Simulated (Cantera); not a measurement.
Input: 1 mol HMDSO, 0.25 mol O₂, 35 mol N₂, at 100 Torr.

These are equilibrium values from Cantera (NASA tables, ideal gas, pure condensed phases), not measurements of a reactor. Candidate condensed phases: C, C₆H₆, C₇H₈, C₈H₁₈, H₂O, Si, SiC, SiO₂, Si₂N₂O, Si₃N₄; 151 gas species. The feed counts by its element totals alone. N₂ is the only nitrogen source here; it is nearly inert below about 1500 K, so the nitride shown seldom forms there in practice. Mutual solubility and eutectic melting of coexisting phases are not modelled. The numbers say what is thermodynamically allowed, not how fast it happens.

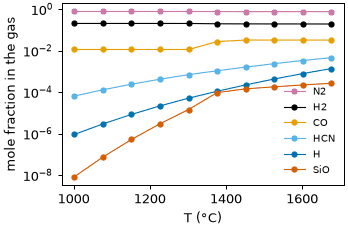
Equilibrium gas composition (values under 1e-9 drawn at 1e-9)

**Question.** Read off the mole fractions at 1002 °C.

**Answer.** N₂ about 0.78, H₂ about 0.21, CO about 0.011, HCN about 6.5e-5, H about 9.2e-7.
